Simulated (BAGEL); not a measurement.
# C2H7NSi (SMILES C=NC[SiH3]), step by step

Wanted: a series of 15 runs (B3LYP/def2-SV(P), RI-MP2/def2-SV(P)) of C2H7NSi. 

The calculation is run with BAGEL 1.2.2.

1 further run of the same task is left out (set aside as unsound or not needed).

### 1 The molecule

C2H7NSi: 11 atoms, total charge 0, spin state singlet. As SMILES, `C=NC[SiH3]`. One bond was lengthened or shortened from a relaxed shape.

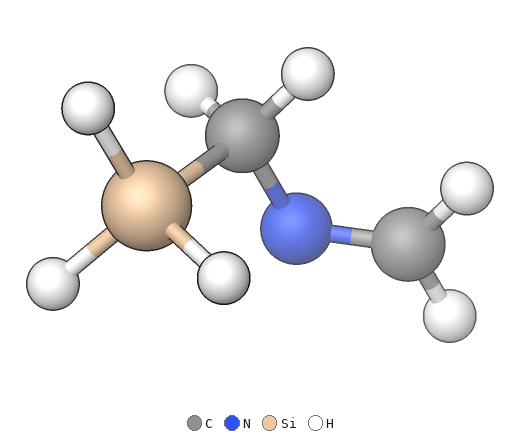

Viewed from a chosen angle; carbon grey, nitrogen blue, silicon light orange, hydrogen white.

### 2 The energy at B3LYP/def2-SV(P) (density fitting with svp-jkfit) (run 1)

File input.json:

```json
{ "bagel" : [

{
  "title" : "molecule",
  "basis" : "def2-sv_p_.json",
  "df_basis" : "svp-jkfit",
  "angstrom" : false,
  "geometry" : [
    { "atom" : "C", "xyz" : [    -1.41553337,     3.32423045,     0.78841453 ] },
    { "atom" : "N", "xyz" : [    -2.09432299,     1.13932911,     0.13475826 ] },
    { "atom" : "C", "xyz" : [    -0.77227060,    -0.99625038,     1.16390311 ] },
    { "atom" : "Si", "xyz" : [     1.12747108,    -2.58437622,    -1.41613997 ] },
    { "atom" : "H", "xyz" : [    -2.37267965,     4.95733177,    -0.01868750 ] },
    { "atom" : "H", "xyz" : [     0.10815281,     3.68271150,     2.15411960 ] },
    { "atom" : "H", "xyz" : [    -1.94622894,    -2.17583066,     1.73457961 ] },
    { "atom" : "H", "xyz" : [     0.48288550,    -0.51380331,     2.75486353 ] },
    { "atom" : "H", "xyz" : [     3.06122782,    -0.79650633,    -2.39350632 ] },
    { "atom" : "H", "xyz" : [    -0.54701524,    -3.38864366,    -3.51713748 ] },
    { "atom" : "H", "xyz" : [     2.41928786,    -4.83825257,    -0.33842916 ] }
  ]
},

{ "title" : "ks", "xc_func" : "b3lyp" },

{ "title" : "print", "file" : "orbitals.molden", "orbitals" : true }

]}
```

The basis set def2-SV(P) is read from a file made from the Basis Set Exchange's data (not shown).

On the command line:

```
BAGEL_NUM_THREADS=1 BAGEL input.json > input.out
```

The program printed:

```text
* using 1 threads per process

  ===============================================================
  ===============================================================

  *** Geometry ***

  { "atom" : "C", "xyz" : [     -1.415533,      3.324230,      0.788415 ] },
  { "atom" : "N", "xyz" : [     -2.094323,      1.139329,      0.134758 ] },
  { "atom" : "C", "xyz" : [     -0.772271,     -0.996250,      1.163903 ] },
[... 7 lines of this table left out ...]
  { "atom" : "H", "xyz" : [      2.419288,     -4.838253,     -0.338429 ] },

  Number of auxiliary basis functions:      481

  Since a DF basis is specified, we compute 2- and 3-index integrals:
    o Being stored without compression. Storage requirement is 0.021 GB

  Number of basis functions:       74
  Number of electrons      :       40

    * METHOD: MOLECULE                             0.21

  *** Kohn-Sham DFT ***

    * Removing 20296 points whose weight is below 1.00e-10
    * Grid points: 143670

  === Nuclear Repulsion ===
   157.3143484086

       - DIIS with orbital gradients will be used.

  === KS iteration (b3lyp / def2-sv_p_.json) ===
      0       -392.82939132          0.14569559           0.37
      1       -387.93149358          0.14104022           0.35
      2       -381.90442014          0.20689411           0.35
[... 16 lines of this table left out ...]
     19       -424.42115806          0.00000000           0.36
    * SCF iteration converged.

    * Permanent dipole moment:
           (   -0.280179,    -0.126979,    -0.445150) a.u.

    * METHOD: KS                                   7.98

    * METHOD: PRINT                                0.01

  ===============================================================
```

Run time: 8.4 s. Hardware: 1 thread of Arm Neoverse V1, shared host; peak memory 0.49 GiB.

### 3 Bond 7-3 at 1.095 A: a single-point energy at RI-MP2/def2-SV(P) (density fitting with svp-jkfit) (run 2)

File input.json:

```json
{ "bagel" : [

{
  "title" : "molecule",
  "basis" : "def2-sv_p_.json",
  "df_basis" : "svp-jkfit",
  "angstrom" : "false",
  "geometry" : [
    { "atom" : "C", "xyz" : [    -1.20823041,     3.53252552,     0.68764110 ] },
    { "atom" : "N", "xyz" : [    -1.88702004,     1.34762417,     0.03398483 ] },
    { "atom" : "C", "xyz" : [    -0.56496764,    -0.78795532,     1.06312968 ] },
    { "atom" : "Si", "xyz" : [     1.33477403,    -2.37608116,    -1.51691340 ] },
    { "atom" : "H", "xyz" : [    -2.16537669,     5.16562683,    -0.11946093 ] },
    { "atom" : "H", "xyz" : [     0.31545576,     3.89100656,     2.05334617 ] },
    { "atom" : "H", "xyz" : [    -1.94622894,    -2.17583066,     1.73457961 ] },
    { "atom" : "H", "xyz" : [     0.69018845,    -0.30550824,     2.65409011 ] },
    { "atom" : "H", "xyz" : [     3.26853078,    -0.58821127,    -2.49427975 ] },
    { "atom" : "H", "xyz" : [    -0.33971229,    -3.18034860,    -3.61791090 ] },
    { "atom" : "H", "xyz" : [     2.62659081,    -4.62995751,    -0.43920259 ] }
  ]
},

{ "title" : "hf" },

{ "title" : "mp2", "ncore" : 8 }

]}
```

The basis set def2-SV(P) is read from a file made from the Basis Set Exchange's data (not shown).

On the command line:

```
BAGEL_NUM_THREADS=1 BAGEL input.json > input.out
```

The program printed:

```text
* using 1 threads per process

  ===============================================================
  ===============================================================

  *** Geometry ***

  { "atom" : "C", "xyz" : [     -1.208230,      3.532526,      0.687641 ] },
  { "atom" : "N", "xyz" : [     -1.887020,      1.347624,      0.033985 ] },
  { "atom" : "C", "xyz" : [     -0.564968,     -0.787955,      1.063130 ] },
[... 7 lines of this table left out ...]
  { "atom" : "H", "xyz" : [      2.626591,     -4.629958,     -0.439203 ] },

[... 23 lines left out ...]
    * SCF iteration converged.
[... 1 line left out ...]
    * Permanent dipole moment:
[... 2 lines left out ...]
    * METHOD: HF                                   0.80

  *** RHF ***

  === Nuclear Repulsion ===
   156.4610997661

      * DIIS with orbital gradients will be used.

  === RHF iteration (def2-sv_p_.json) ===
      0       -422.94630507          0.00000000           0.05
    * SCF iteration converged.

    * Permanent dipole moment:
           (   -0.367545,    -0.237581,    -0.515661) a.u.

  === DF-MP2 calculation ===

    * freezing 8 orbitals
    * 3-index integral transformation done
    * assembly done

      MP2 correlation energy:   -0.4888614143      0.03

      MP2 total energy:       -423.4351664798

    * METHOD: MP2                                  0.14

  ===============================================================
```

Wall time 1.3 s (1 thread of Arm Neoverse V1, shared host); peak memory 0.15 GiB.

Run 3 isn't shown in full; the table further down has it.

### 4 Bond 7-3 at 1.260 A: a single-point energy at RI-MP2/def2-SV(P) (density fitting with svp-jkfit) (run 4)

File input.json:

```json
{ "bagel" : [

{
  "title" : "molecule",
  "basis" : "def2-sv_p_.json",
  "df_basis" : "svp-jkfit",
  "geometry" : [
    { "atom" : "C", "xyz" : [ -1.00105407,  3.74069397,  0.58693004 ] },
    { "atom" : "N", "xyz" : [ -1.67984369,  1.55579262, -0.06672623 ] },
    { "atom" : "C", "xyz" : [ -0.35779130, -0.57978687,  0.96241862 ] },
    { "atom" : "Si", "xyz" : [  1.54195038, -2.16791271, -1.61762446 ] },
    { "atom" : "H", "xyz" : [ -1.95820035,  5.37379528, -0.22017199 ] },
    { "atom" : "H", "xyz" : [  0.52263211,  4.09917501,  1.95263511 ] },
    { "atom" : "H", "xyz" : [ -1.94622894, -2.17583066,  1.73457961 ] },
    { "atom" : "H", "xyz" : [  0.89736480, -0.09733979,  2.55337904 ] },
    { "atom" : "H", "xyz" : [  3.47570712, -0.38004282, -2.59499081 ] },
    { "atom" : "H", "xyz" : [ -0.13253594, -2.97218015, -3.71862197 ] },
    { "atom" : "H", "xyz" : [  2.83376716, -4.42178906, -0.53991365 ] }
  ]
},
{
  "title" : "hf"
},
{
  "title" : "mp2",
  "ncore" : 8
}

]}
```

The basis set def2-SV(P) is read from a file made from the Basis Set Exchange's data (not shown).

On the command line:

```
BAGEL_NUM_THREADS=1 BAGEL input.json > input.out
```

The program printed:

```text
* using 1 threads per process

  ===============================================================
  ===============================================================

  *** Geometry ***

  { "atom" : "C", "xyz" : [     -1.001054,      3.740694,      0.586930 ] },
  { "atom" : "N", "xyz" : [     -1.679844,      1.555793,     -0.066726 ] },
  { "atom" : "C", "xyz" : [     -0.357791,     -0.579787,      0.962419 ] },
[... 7 lines of this table left out ...]
  { "atom" : "H", "xyz" : [      2.833767,     -4.421789,     -0.539914 ] },

[... 23 lines left out ...]
    * SCF iteration converged.
[... 1 line left out ...]
    * Permanent dipole moment:
[... 2 lines left out ...]
    * METHOD: HF                                   0.80

  *** RHF ***

  === Nuclear Repulsion ===
   155.7598980529

      * DIIS with orbital gradients will be used.

  === RHF iteration (def2-sv_p_.json) ===
      0       -422.93315173          0.00000000           0.05
    * SCF iteration converged.

    * Permanent dipole moment:
           (   -0.396678,    -0.281338,    -0.496164) a.u.

  === DF-MP2 calculation ===

    * freezing 8 orbitals
    * 3-index integral transformation done
    * assembly done

      MP2 correlation energy:   -0.4913754377      0.03

      MP2 total energy:       -423.4245271657

    * METHOD: MP2                                  0.14

  ===============================================================
```

It took 1.3 s on 1 thread of Arm Neoverse V1, shared host; peak memory 0.15 GiB.

Runs 5 to 14 aren't shown in full; the table further down has their settings and results.

### 5 Bond 7-3 at 3.067 A: the energy at B3LYP/def2-SV(P) (density fitting with svp-jkfit) (run 15)

File input.json:

```json
{ "bagel": [

{
  "title": "molecule",
  "basis": "def2-sv_p_.json",
  "df_basis": "svp-jkfit",
  "geometry": [
    { "atom": "C", "xyz": [  1.27788761,  6.03054881, -0.52089356 ] },
    { "atom": "N", "xyz": [  0.59909798,  3.84564747, -1.17454982 ] },
    { "atom": "C", "xyz": [  1.92115038,  1.71006797, -0.14540498 ] },
    { "atom": "Si", "xyz": [  3.82089205,  0.12194214, -2.72544805 ] },
    { "atom": "H", "xyz": [  0.32074133,  7.66365013, -1.32799559 ] },
    { "atom": "H", "xyz": [  2.80157378,  6.38902986,  0.84481151 ] },
    { "atom": "H", "xyz": [ -1.94622894, -2.17583066,  1.73457961 ] },
    { "atom": "H", "xyz": [  3.17630647,  2.19251505,  1.44555545 ] },
    { "atom": "H", "xyz": [  5.75464880,  1.90981202, -3.70281441 ] },
    { "atom": "H", "xyz": [  2.14640573, -0.68232530, -4.82644556 ] },
    { "atom": "H", "xyz": [  5.11270883, -2.13193421, -1.64773725 ] }
  ]
},
{ "title": "ks", "xc_func": "b3lyp" },
{ "title": "print", "file": "orbitals.molden", "orbitals": true }

]}
```

The basis set def2-SV(P) is read from a file made from the Basis Set Exchange's data (not shown).

On the command line:

```
BAGEL_NUM_THREADS=1 BAGEL input.json > input.out
```

The program printed:

```text
* using 1 threads per process

  ===============================================================
  ===============================================================

  *** Geometry ***

  { "atom" : "C", "xyz" : [      1.277888,      6.030549,     -0.520894 ] },
  { "atom" : "N", "xyz" : [      0.599098,      3.845647,     -1.174550 ] },
  { "atom" : "C", "xyz" : [      1.921150,      1.710068,     -0.145405 ] },
[... 7 lines of this table left out ...]
  { "atom" : "H", "xyz" : [      5.112709,     -2.131934,     -1.647737 ] },

  Number of auxiliary basis functions:      481

  Since a DF basis is specified, we compute 2- and 3-index integrals:
    o Being stored without compression. Storage requirement is 0.021 GB

  Number of basis functions:       74
  Number of electrons      :       40

    * METHOD: MOLECULE                             0.22

  *** Kohn-Sham DFT ***

    * Removing 18649 points whose weight is below 1.00e-10
    * Grid points: 145317

  === Nuclear Repulsion ===
   151.8386032343

       - DIIS with orbital gradients will be used.

  === KS iteration (b3lyp / def2-sv_p_.json) ===
      0       -391.55736933          0.14384212           0.38
      1       -394.03147905          0.12361659           0.36
      2       -381.86590405          0.21551997           0.36
[... 32 lines of this table left out ...]
     35       -424.24597283          0.00000001           0.37
    * SCF iteration converged.

    * Permanent dipole moment:
           (   -0.903503,    -1.058329,    -0.027426) a.u.

    * METHOD: KS                                  14.33

    * METHOD: PRINT                                0.01

  ===============================================================
```

Wall time 15 s (1 thread of Arm Neoverse V1, shared host); peak memory 0.5 GiB.

### 6 The series

```tsv
run	level	frozen core orbitals	partner	energy (Eh)	dipole moment (D)	HOMO energy (eV)	LUMO energy (eV)	wall time
1	B3LYP/def2-SV(P) (density fitting with svp-jkfit)	–	bond 7-3 at 0.931 A	-424.421158	1.38	-7.06	-0.42	8.4 s
2	RI-MP2/def2-SV(P) (density fitting with svp-jkfit)	8	bond 7-3 at 1.095 A	-423.435166	–	–	–	1.3 s
3	B3LYP/def2-SV(P) (density fitting with svp-jkfit)	–	bond 7-3 at 1.095 A	-424.447116	1.38	-7.07	-0.45	8.7 s
4	RI-MP2/def2-SV(P) (density fitting with svp-jkfit)	8	bond 7-3 at 1.260 A	-423.424527	–	–	–	1.3 s
5	B3LYP/def2-SV(P) (density fitting with svp-jkfit)	–	bond 7-3 at 1.260 A	-424.437039	1.41	-7.10	-0.52	8.4 s
6	RI-MP2/def2-SV(P) (density fitting with svp-jkfit)	8	bond 7-3 at 1.479 A	-423.391175	–	–	–	1.3 s
7	B3LYP/def2-SV(P) (density fitting with svp-jkfit)	–	bond 7-3 at 1.479 A	-424.405433	1.49	-7.15	-0.80	8.7 s
8	RI-MP2/def2-SV(P) (density fitting with svp-jkfit)	8	bond 7-3 at 1.753 A	-423.345756	–	–	–	1.3 s
9	B3LYP/def2-SV(P) (density fitting with svp-jkfit)	–	bond 7-3 at 1.753 A	-424.362661	1.74	-7.20	-1.64	9.6 s
10	RI-MP2/def2-SV(P) (density fitting with svp-jkfit)	8	bond 7-3 at 2.081 A	-423.299839	–	–	–	1.4 s
11	B3LYP/def2-SV(P) (density fitting with svp-jkfit)	–	bond 7-3 at 2.081 A	-424.319499	2.19	-7.07	-2.73	9.9 s
12	RI-MP2/def2-SV(P) (density fitting with svp-jkfit)	8	bond 7-3 at 2.519 A	-423.256662	–	–	–	1.4 s
13	B3LYP/def2-SV(P) (density fitting with svp-jkfit)	–	bond 7-3 at 2.519 A	-424.278050	2.85	-6.62	-3.70	11 s
14	RI-MP2/def2-SV(P) (density fitting with svp-jkfit)	8	bond 7-3 at 3.067 A	-423.227728	–	–	–	1.6 s
15	B3LYP/def2-SV(P) (density fitting with svp-jkfit)	–	bond 7-3 at 3.067 A	-424.245973	3.54	-6.20	-4.36	15 s
```

### 7 Summary of results

| quantity | value |
| --- | --- |
| bond 7-3 at 3.067 A, run 15: total energy | -424.24597 Eh |
| bond 7-3 at 3.067 A, run 15: dipole moment | 3.54 D |
| bond 7-3 at 3.067 A, run 15: HOMO energy | -6.20 eV |
| bond 7-3 at 3.067 A, run 15: LUMO energy | -4.36 eV |
| bond 7-3 at 3.067 A, run 15: HOMO–LUMO gap | 1.83 eV |

**Reading.** In runs 10, 11, 12, 13, 14, 15 a closed-shell determinant meets a far-stretched bond, which it describes badly. All runs together took 89 s, the longest 15 s.
